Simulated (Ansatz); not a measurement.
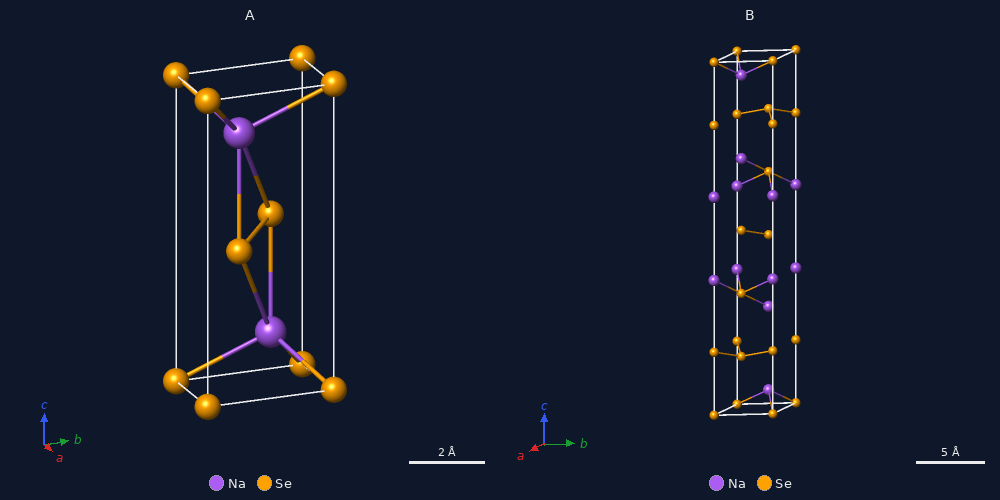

Two structures of Na₂Se₃, each relaxed to rest (conventional cells in solid outline, small ones repeated, not to one scale). Method: DFT PBE, scalar-relativistic, plane waves, PAW (Ansatz), without spin polarisation.

Question: Identify the two structures.

Answer: A: 5 atoms a cell on a primitive hexagonal lattice, P-3m1. B: 15 atoms a cell on a rhombohedral (trigonal R) lattice, R-3m.

Question: Which is the more stable form at this level of theory?

Answer: A is lower, by 31 meV/atom at this level of theory (energies at zero smearing). Volumes: A 28.5, B 30.1 Å³/atom.

One or both may be structure types tried for this composition rather than known phases.
